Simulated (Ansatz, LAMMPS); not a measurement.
**Convergence of a linear-scaling basis for aqueous N(CH3)4+ and BF4-, 5.3 mol of salt per kg of water at 300 K (214 atoms)**

Wanted: errors and times of a linear-scaling basis for aqueous N(CH3)4+ and BF4-, 5.3 mol of salt per kg of water at 300 K (214 atoms). A setting counts as converged where the r.m.s. difference of forces stays under 1 % of the r.m.s. force.

Main program and level: Ansatz 0.2.0; Kohn-Sham DFT, PBE+D3(BJ), PAW (set soft_2), plane waves.

**1. The starting structure**

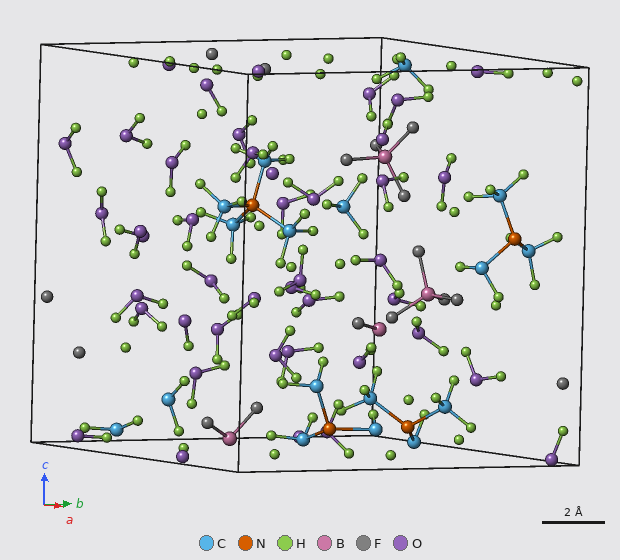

The cell as given, slightly off an axis (carbon blue, nitrogen orange, hydrogen green, boron pink, fluorine grey, oxygen purple). Bonds to atoms that aren't drawn are left out. Some periodic images of atoms are drawn too.

The cell holds 214 atoms: 16 C, 4 N, 132 H, 4 B, 16 F and 42 O. Its edges and angles: a = 12.893 Å, b = 12.893 Å, c = 12.893 Å, α = 90.0°, β = 90.0°, γ = 90.0°. 42 H2O, 4 N(CH3)4+, 4 BF4- placed at random, at 1.08 g/cm³; overlaps pushed apart, then 10 ps at 420 K with stiff harmonic cages for PF6 and BF4 with UFF radii; MMFF94 bonds, angles, torsions, charges and radii (Halgren, J. Comput. Chem. 17, 490 (1996)) in harmonic and 12-6 forms; SPC/E water (Berendsen, Grigera and Straatsma, J. Phys. Chem. 91, 6269 (1987)); charges of ions scaled by 0.85. Snapshot after 20 ps at 300 K and fixed volume.

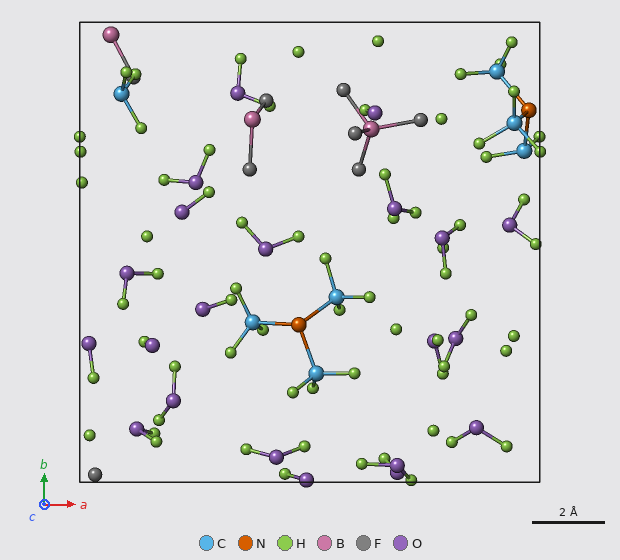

A slice 6 Å thick through the middle of the cell. Bonds to atoms that aren't drawn are left out.

Limits known from the start: The network of contacts between molecules at the start is that of the classical potential that made the cell, and needn't be the one that DFT or experiment would give. The concentration wasn't checked against solubility and may exceed it. The density was typed from a rule of thumb and may lie off the real one at this temperature. Sampling is at Γ alone, for a cell whose shortest periodic width is 13 Å.

**2. How the cell was made**

A classical potential supplies the starting structure, since it reaches far longer times than DFT.

This step: classical MD, stiff harmonic cages for PF6 and BF4 with UFF radii; MMFF94 bonds, angles, torsions, charges and radii (Halgren, J. Comput. Chem. 17, 490 (1996)) in harmonic and 12-6 forms; SPC/E water (Berendsen, Grigera and Straatsma, J. Phys. Chem. 91, 6269 (1987)); charges of ions scaled by 0.85 (LAMMPS 22 Jul 2025 - Update 4).

Contents of in.lmp:

```
# aqueous N(CH3)4+ and BF4-, 5.3 mol of salt per kg of water
units real
atom_style full
boundary p p p
bond_style harmonic
angle_style harmonic
dihedral_style opls
improper_style harmonic
special_bonds lj 0 0 0.5 coul 0 0 0.75
read_data data.lmp
neigh_modify delay 0 every 1 check yes one 4000
comm_modify cutoff 12.0
timestep 0.5
thermo_style custom step time temp pe press density
thermo_modify norm yes
# push overlapping molecules apart
pair_style soft 2.6
pair_coeff * * 0.0
variable a equal ramp(1,60)
fix ad all adapt 1 pair soft a * * v_a
velocity all create 420 844556 mom yes dist gaussian
fix lim all nve/limit 0.03
fix lan all langevin 420 420 50 844557 zero yes
thermo 1000
run 3000 post no
unfix ad
pair_style lj/cut/coul/long 9.0
pair_modify mix arithmetic tail yes
pair_coeff 1 1 0.0678 3.3680   # C
pair_coeff 2 2 0.0721 3.3270   # N
pair_coeff 3 3 0.0216 2.5400   # H
pair_coeff 4 4 0.1800 3.6375   # B
pair_coeff 5 5 0.0500 2.9970   # F
pair_coeff 6 6 0.1553 3.1660   # O
# [... 20 lines left out ...]
compute msd all msd com yes
thermo 5000
fix md all nvt temp 300 300 100
run 20000 post no
print "== T300: mean square displacement over the hold $(c_msd[4]:%.2f) A^2"
unfix md
uncompute msd
write_dump all custom T300.dump id type xs ys zs modify sort id
```

Command:

```bash
$ lmp -in in.lmp -log none -nocite
```

Numbers of over 12 decimals in the logs are rounded to 6 here.

Log:

```text
LAMMPS (22 Jul 2025 - Update 4)
Reading data file ...
  orthogonal box = (0 0 0) to (12.89319 12.89319 12.89319)
  214 atoms
  orthogonal box = (0 0 0) to (12.89319 12.89319 12.89319)
  188 bonds
  162 angles
  144 dihedrals
WARNING: Bond/angle/dihedral extent > half of periodic box length
   Step          Time           Temp          PotEng         Press         Density
         0   0              420            0.28083979     3096.221       1.0850008
      1000   500            415.41099      1.2220455      26044.48       1.0850008
      2000   1000           372.32102      1.1927112      32494.354      1.0850008
[... 46 lines left out ...]
WARNING: Bond/angle/dihedral extent > half of periodic box length
   Step          Time           Temp          PotEng         Press         Density
[... 2 lines left out ...]
     25000   24000          292.64109     -3.392668      -1284.2141      1.0850008
     30000   29000          291.32801     -3.5266095      1363.4344      1.0850008
     35000   34000          263.86838     -3.5667378      5329.8455      1.0850008
     37000   36000          323.66694     -3.4820439      922.94494      1.0850008
WARNING: Bond/angle/dihedral extent > half of periodic box length
Loop time of 14.7904 s on 1 MPI rank(s) for 20000 steps with 214 atoms
== T300: mean square displacement over the hold 12.46 A^2
```

It took 29 s on 1 thread of Arm Neoverse V2, shared host; peak memory 0.13 GiB.

The input also reads data.lmp (atoms, bonds and types; not printed here).

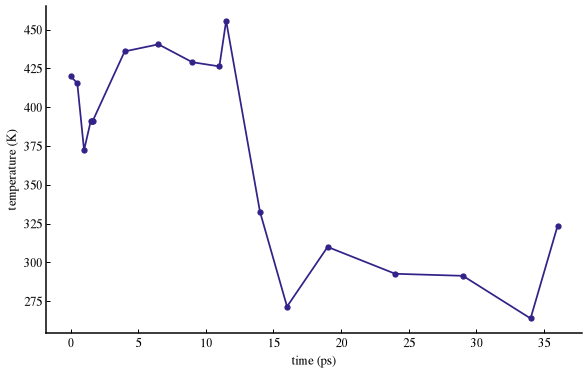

Temperature against time.

**3. Plane-wave single point**

The first run fixes the reference, at a cutoff of 420 eV.

Contents of input.yaml:

```yaml
crystal:
  lattice:
    - [12.89319, 0.0, 0.0]
    - [0.0, 12.89319, 0.0]
    - [0.0, 0.0, 12.89319]
  atoms:
    - { symbol: C, position: [0.46571, 0.38123, 0.73607] }
    - { symbol: "N", position: [0.47639, 0.34222, 0.62593] }
    - { symbol: C, position: [0.51436, 0.23627, 0.62735] }
    - { symbol: C, position: [0.37598, 0.34759, 0.56945] }
    - { symbol: C, position: [0.55846, 0.40242, 0.56678] }
    - { symbol: H, position: [0.53373, 0.36204, 0.77835] }
    - { symbol: H, position: [0.40074, 0.33507, 0.76344] }
    - { symbol: H, position: [0.44836, 0.46402, 0.73797] }
    - { symbol: H, position: [0.46331, 0.19512, 0.68106] }
    - { symbol: H, position: [0.50675, 0.2043, 0.55121] }
    - { symbol: H, position: [0.59733, 0.2366, 0.64626] }
    - { symbol: H, position: [0.32812, 0.28167, 0.59793] }
    - { symbol: H, position: [0.33977, 0.4213, 0.58413] }
    - { symbol: H, position: [0.39815, 0.33122, 0.48566] }
    - { symbol: H, position: [0.53416, 0.48643, 0.56306] }
    - { symbol: H, position: [0.56491, 0.37477, 0.4864] }
    - { symbol: H, position: [0.63023, 0.4023, 0.61486] }
    - { symbol: C, position: [0.09056, 0.84461, 0.58468] }
    - { symbol: "N", position: [0.9767, 0.80885, 0.57098] }
    - { symbol: C, position: [0.96666, 0.72061, 0.4984] }
    - { symbol: C, position: [0.94532, 0.78111, 0.67782] }
    - { symbol: C, position: [0.9072, 0.89305, 0.53406] }
    - { symbol: H, position: [0.13338, 0.76994, 0.5948] }
    - { symbol: H, position: [0.10106, 0.8916, 0.65587] }
    - { symbol: H, position: [0.1208, 0.88726, 0.5173] }
    - { symbol: H, position: [0.00442, 0.65161, 0.53323] }
    - { symbol: H, position: [0.88413, 0.70742, 0.49563] }
    - { symbol: H, position: [0.99977, 0.75142, 0.42771] }
    - { symbol: H, position: [0.86876, 0.73643, 0.67012] }
    - { symbol: H, position: [0.00126, 0.7187, 0.69799] }
    - { symbol: H, position: [0.94427, 0.84976, 0.72998] }
    - { symbol: H, position: [0.9393, 0.95678, 0.57039] }
    [... 176 atom lines left out ...]
    - { symbol: O, position: [0.74477, 0.03499, 0.95396] }
    - { symbol: H, position: [0.7567, 0.07403, 0.88801] }
    - { symbol: H, position: [0.80894, 0.99565, 0.97269] }
    - { symbol: O, position: [0.92728, 0.96332, 0.01017] }
    - { symbol: H, position: [0.99047, 0.97221, 0.96609] }
    - { symbol: H, position: [0.94318, 0.9852, 0.08286] }
kpoints:
  mp_grid: { grid: [1, 1, 1] }
hamiltonian:
  xc: pbe
  dispersion: d3bj
scf:
  occupations: { method: fixed }
output:
  forces: true
  stress: true
  populations: true
  dos:
    method: { smearing: { sigma: 0.08 } }
    de: 0.1
    projected: { site_lists: { B: [B], C: [C], F: [F], H: [H], "N": ["N"] } }
  eigenvalues: true
  write_density: true
  write_potential: true
  volumetric_format: npy
```

Command:

```bash
$ ansatz run input.yaml --threads 8 --pin off --max-ram 15872MiB --backend cpu --events-out ev --progress --plain --runs-dir out
```

Log:

```text
Engine: ansatz 0.2.0, aarch64-unknown-linux-gnu
Pseudopotentials: kind: paw
Pseudopotential: C, paw, valence charge 4, recommended cutoff 420 eV (normal), C.paw.azcp
Pseudopotential: N, paw, valence charge 5, recommended cutoff 420 eV (normal), N.paw.azcp
Pseudopotential: H, paw, valence charge 1, recommended cutoff 420 eV (normal), H.paw.azcp
Pseudopotential: B, paw, valence charge 3, recommended cutoff 420 eV (normal), B.paw.azcp
Pseudopotential: F, paw, valence charge 7, recommended cutoff 420 eV (normal), F.paw.azcp
Pseudopotential: O, paw, valence charge 6, recommended cutoff 420 eV (normal), O.paw.azcp
[... 5 lines on functional and potentials left out ...]
Crystal: 214 atoms, lattice volume = 2143.291 Å³
Basis set: ecut = 420 eV, 41923 PW (Γ), exchange–correlation on 180×180×180 points (8 copies of the dense FFT grid, shifted against one another)
Bands: 510, of which v1, the nominal top of the filled ones, is band 296 counted from 1 (295 counted from 0)
Symmetry: 1 space group operations
Space group: P1 (ITA 1), of the structure as read, at distance tolerance 1.3e-4 Å
k-points: 1
[... 13 lines on functional and potentials left out ...]
Initial density: superposition of atomic densities (neutral atoms: chi_scale 0, normalization atom), corrected by the library's trained network
Initial wavefunctions: pseudopotential atomic-orbital guess
Functional: x = pbe(κ = 0.804, μ = 0.219515), c = pbe(β = 0.066725)
SCF iter   1: F=—  HF=-45084.105262 eV  |F-HF|=—  |Δ(HF+E_count)|=         —  Δρ=3.84e-3  dr2=3.58e-1  ethr=1.77e-3  ⟨swp⟩=5.0  Hψ=1759  notcnv=0  defer=211
preconditioner: auto → Resta (q_TF=auto, 2.202 Å⁻¹)  ε∞=2.3  [insulator: Δε(μ)=4.543 eV  Ē_g=16.972 eV  n_scr=388 (ndim 8)  ℏωp=19.0 eV  f_vac=0.264  ε∞_Penn≈2.3]
SCF iter   2: F=—  HF=-45084.011069 eV  |F-HF|=—  |Δ(HF+E_count)|=   9.42e-2  Δρ=1.61e-3  dr2=6.52e-2  ethr=6.04e-5  ⟨swp⟩=2.0  Hψ=868  notcnv=0  defer=212
SCF iter   3: F=—  HF=-45083.989231 eV  |F-HF|=—  |Δ(HF+E_count)|=   2.18e-2  Δρ=7.04e-4  dr2=1.62e-2  ethr=1.10e-5  ⟨swp⟩=3.0  Hψ=585  notcnv=0  defer=212
SCF iter   4: F=—  HF=-45083.986094 eV  |F-HF|=—  |Δ(HF+E_count)|=   3.14e-3  Δρ=2.28e-4  dr2=1.39e-3  ethr=2.74e-6  ⟨swp⟩=3.0  Hψ=585  notcnv=0  defer=212
SCF iter   5: F=—  HF=-45083.985932 eV  |F-HF|=—  |Δ(HF+E_count)|=   1.62e-4  Δρ=9.60e-5  dr2=2.00e-4  ethr=2.35e-7  ⟨swp⟩=2.0  Hψ=857  notcnv=0  defer=212
SCF iter   6: F=—  HF=-45083.985925 eV  |F-HF|=—  |Δ(HF+E_count)|=   7.22e-6  Δρ=4.41e-5  dr2=3.21e-5  ethr=3.38e-8  ⟨swp⟩=2.0  Hψ=581  notcnv=0  defer=210
SCF iter   7: F=—  HF=-45083.986352 eV  |F-HF|=—  |Δ(HF+E_count)|=   4.27e-4  Δρ=1.24e-5  dr2=2.72e-6  ethr=5.43e-9  ⟨swp⟩=2.0  Hψ=582  notcnv=0  defer=208
SCF iter   8: F=—  HF=-45083.986353 eV  |F-HF|=—  |Δ(HF+E_count)|=   1.35e-6  Δρ=3.73e-6  dr2=2.74e-7  ethr=4.59e-10  ⟨swp⟩=2.0  Hψ=582  notcnv=0  defer=208
SCF iter   9: F=-45083.986353 eV  HF=-45083.986353 eV  |F-HF|=2.86e-8  |Δ(HF+E_count)|=   1.01e-7  Δρ=1.95e-6  dr2=6.24e-8  ethr=1.69e-11  ⟨swp⟩=22.0  Hψ=5024  notcnv=0
SCF 1 converged in 9 iterations: F = -45083.986353 eV  dr2 = 6.24e-8
  greatest PAW one-centre occupation: 0.932 electrons in one spin orbital (limit 2), on the F atom at site 74 (counted from 0), in its partial waves of l = 0
WARN: The input density's exchange-correlation potential varies sharply where the density is thin. Do not read a vacuum level from v_tot or v_xc, or from such a field of the output density. On a cell that repeats whose density bears no net charge and no dipole along the vacuum's axis use v_es (v_loc + v_h of the components); [...]
SCF converged after 9 iterations
Free energy (F): -45083.986353 eV
Harris-Foulkes:  -45083.986353 eV  (|F-HF|=2.86e-8)
Internal energy: -45083.986353 eV  (E = F + TS)
E sigma→0 (E₀):  -45083.986353 eV
Fermi energy:    -1.716431 eV
--- Per-component energies (eV) ---
  E_band       = -5558.968018
  E_kinetic    = 14641.455836
  E_local      = -50431.855589  (includes V_loc(G=0)·N_el)
  E_nonlocal   = 4079.556912
  E_hartree    = 18747.091919
  E_xc         = -6653.259619
  E_vxc        = -8467.416414  (∫ρ·V_xc dr)
  E_paw        = -12360.619634  (= ΣΔE_a)
  E_vpaw       = -2874.856272  (= ΣTr[D̂ρ^β])
  E_aug_tail   = -0.024517  (compensation charges beyond the density's cutoff)
  E_ewald      = -13098.180635
  E_disp       = -8.151027  (pairwise vdW)
  E_smearing   = -0.000000  (= −TS)
  E_closure    = 0.000000  (closes the sum)
  Σ components = -45083.986353   (vs F -45083.986353, Δ=0.00e0)
--- Forces (eV/Å), atoms counted from 1 ---
  atom   1  C     -1.04360981    -0.25510505    -1.14694349
  atom   2  N      1.12014418     1.67684325    -0.52357631
  atom   3  C     -0.00393790    -0.73393806     0.68018435
  atom   4  C      0.37968683    -1.79112215    -0.86146108
  atom   5  C     -0.27513784     2.12764020     0.71898661
  atom   6  H      0.97329637    -0.14368718     0.55390112
  atom   7  H     -0.26269398     0.10482704     0.58118827
  atom   8  H      0.02444107     0.06547475    -0.13717954
  atom   9  H      0.38984519    -0.51740460     0.08125209
  atom  10  H     -0.14004187    -0.41206921    -0.77279259
  atom  11  H     -0.25535592    -0.20355663     0.38647096
  atom  12  H      0.11854482     0.53996270    -0.09240969
  atom  13  H     -0.26134833     0.48184943    -0.22919264
  atom  14  H     -0.74022764     0.50109481     1.14340730
[...]
atom 213  H     -0.79059626    -0.19710472     0.79542877
  atom 214  H      0.11343590    -0.60212912    -1.04173474
  max |Σ_I F_I| component: 5.75e-5 eV/Å
--- Stress (GPa, compression-positive) ---
       -1.187628      -0.635863      -0.001480
       -0.635863      -0.366237      -0.244020
       -0.001482      -0.244019      -1.356172
  P = ⅓ Tr σ = -0.9700 GPa (-9.700 kbar)
--- Band table (eV) ---
  k-point 0: bands = ["-26.8833", "-26.2222", "-25.9742", "-25.6840", [... 494 levels ...], "11.3701", "11.4255", "11.4536", "11.4694", "11.4941", "11.5229", "11.5421", "11.5836", "11.5993", "11.6418", "11.6647", "11.6816"]
--- Löwdin populations: 214 sites ---
  site symbol       q [e]
     0      C      4.3583
     1      N      4.8411
     2      C      4.3485
[...]
213      H      0.6000
  spilling = 0.011214 (of n_electrons = 592.000000)
```

Wall time 21 s (8 threads of Arm Neoverse V2, shared host); peak memory 3.2 GiB; 2.6 min of CPU time.

The column dr2 measures how far the density is from self-consistency, as an energy; F and HF (Harris–Foulkes) agree once it is small.

The program notes that the exchange-correlation potential is rough where the density is thin.

Numbers from this run:

* free energy: -45083.9864 eV
* free energy per atom: -210.6728 eV/atom
* SCF cycles: 9
* pressure: -0.97 GPa
* r.m.s. force component: 0.6678 eV/Å
* longest force: 3.348 eV/Å
* Fermi energy: -1.716 eV
* gap (highest filled to lowest empty level): 4.414 eV
* spilling of the projection: 0.01121

Length of the force by element:

```csv
element,coordination,atoms,mean length of the force (eV/Å),spread,least,most
B,all,4,1.81,0.473,1.05,2.31
C,all,16,1.73,0.722,0.236,3.12
F,all,16,1.20,0.822,0.209,3.35
H,all,132,0.967,0.408,0.154,2.61
N,all,4,1.85,0.393,1.47,2.38
O,all,42,0.664,0.299,0.155,1.31
```

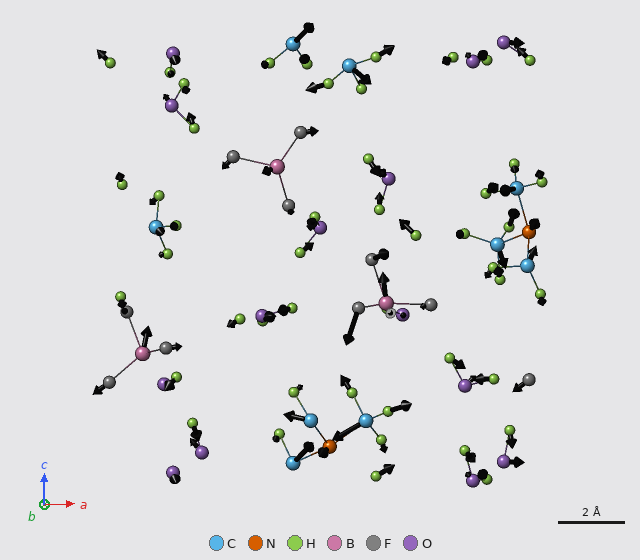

Forces as arrows; the longest in the cell is 3.35 eV/Å. Drawn is a slice 4 Å thick, seen along the normal of the ac plane. Bonds to atoms that aren't drawn are left out.

Löwdin charges by element (they lack the spilled electrons, 0.031 e an atom on average):

```csv
element,coordination,atoms,mean charge (e),spread,least,most
B,all,4,0.875,0.0086,0.865,0.888
C,all,16,-0.346,0.0127,-0.370,-0.325
F,all,16,-0.352,0.0171,-0.392,-0.321
H,all,132,0.328,0.0824,0.194,0.409
N,all,4,0.152,0.005,0.146,0.159
O,all,42,-0.706,0.0245,-0.742,-0.631
```

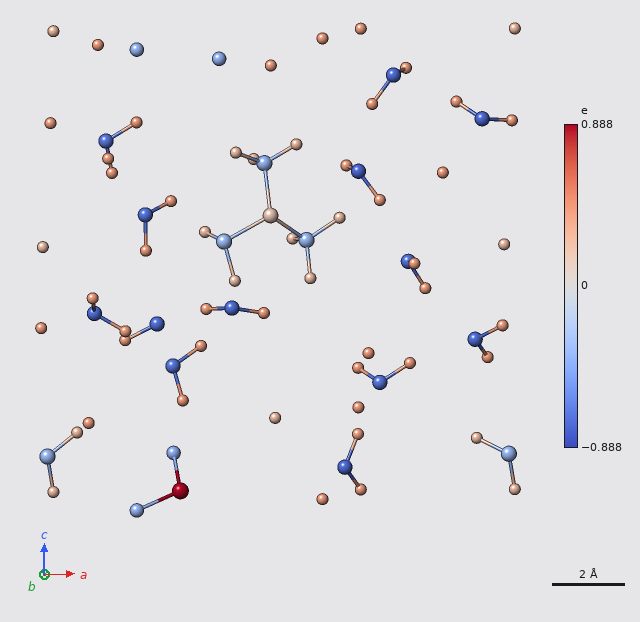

Atoms coloured by Löwdin charge. Drawn is a slice 4 Å thick, seen along the normal of the ac plane. Bonds to atoms that aren't drawn are left out.

States in the cell by windows of 1 eV, zero at the Fermi level; the larger projections on atomic orbitals stand beside the total:

```csv
from (eV),to (eV),total,H s,F p,C p
-10,-9,8.0,3.1,0.0,1.6
-9,-8,4.7,0.5,2.9,0.0
-8,-7,39.3,9.1,7.0,3.3
-7,-6,79.6,18.6,10.2,8.2
-6,-5,22.1,3.9,6.8,3.5
-5,-4,43.1,8.1,12.2,12.3
-4,-3,86.6,14.7,23.9,19.3
-3,-2,53.9,2.4,17.8,1.5
-2,-1,49.5,0.5,7.4,0.2
-1,0,55.8,0.2,0.2,0.2
0,1,1.4,0.0,0.0,0.0
1,4,0.0,0.0,0.0,0.0
4,5,2.0,1.2,0.0,0.0
```

The curve was stored every 0.10 eV, coarse against its broadening of 0.08 eV, so these counts are rough.

With fixed occupations the program's Fermi level is the highest filled level; weight inside the gap is the broadening of levels at its edges.

Between -26 and -10 eV lie 148 more states.

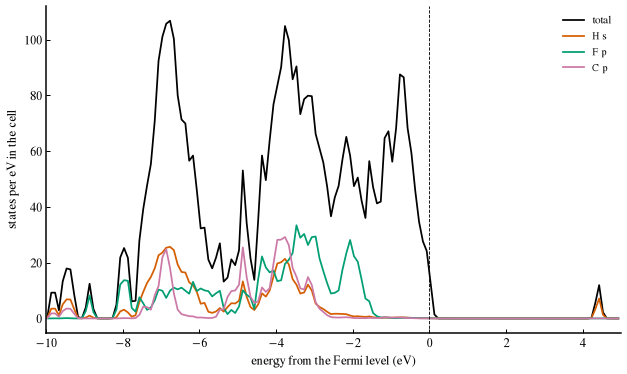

Total and projected density of states, with the broadening of the input.

Not all projections were asked for or kept, so they needn't add up to the total.

The levels nearest the highest filled one (over half full), pooled over k-points and spins:

```csv
level less the highest filled one (eV),occupation
-0.352,2
-0.273,2
-0.251,2
-0.151,2
-0.0937,2
0,2
4.41,0
5.30,0
5.34,0
5.41,0
5.55,0
5.64,0
```

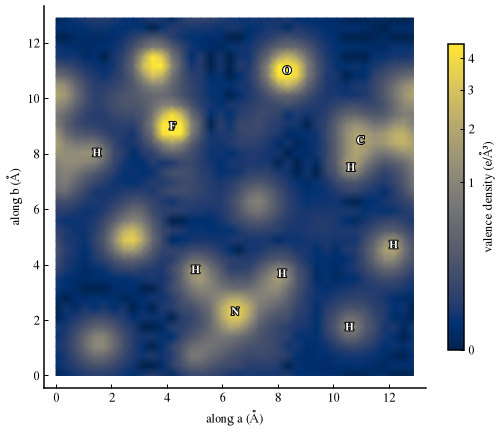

Valence density in the ab plane at fractional z = 0.069, with atoms of N and H and C and F and O within 0.2 Å of it. It is the smooth field of the valence electrons, not physical close to the nuclei. The map starts off the cell's origin, so that atoms lie inside it. The colour scale is stretched toward low values.

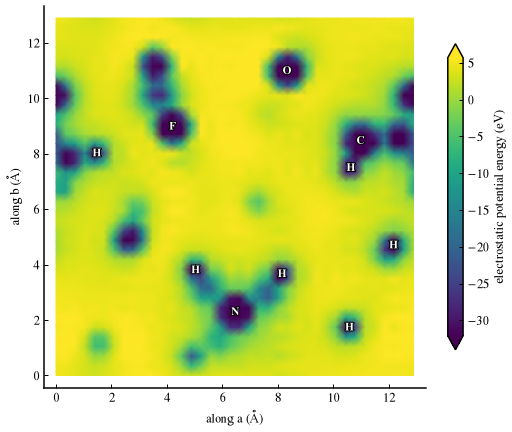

Electrostatic potential energy in the ab plane at fractional z = 0.069, with atoms of N and H and C and F and O within 0.2 Å of it. With pseudopotentials it is smooth inside the atoms' cores, unlike the true potential. The map starts off the cell's origin, so that atoms lie inside it.

Mean Löwdin charges: B +0.87, C -0.35, F -0.35, H +0.33, N +0.15, O -0.71 e (they miss 1.1 % of the electrons, so they add up to more than the cell's charge).

[end of part 1 of 2]

[Logs are printed without paths, hosts, clocks, repeated set-up lines and the standing remarks that a program may print on its own settings, such as how far it seeks lower states.]

[Hosts, paths, dates, database ids (printed as entryN), source tags and the programs' standing remarks are cut or masked in the printed files.]

[The MMFF94 radii named for the starting cell were scaled by 0.96; in molecules described by MMFF94, hydrogen bound to N, O or S took a small fixed 12-6 site in their place.]
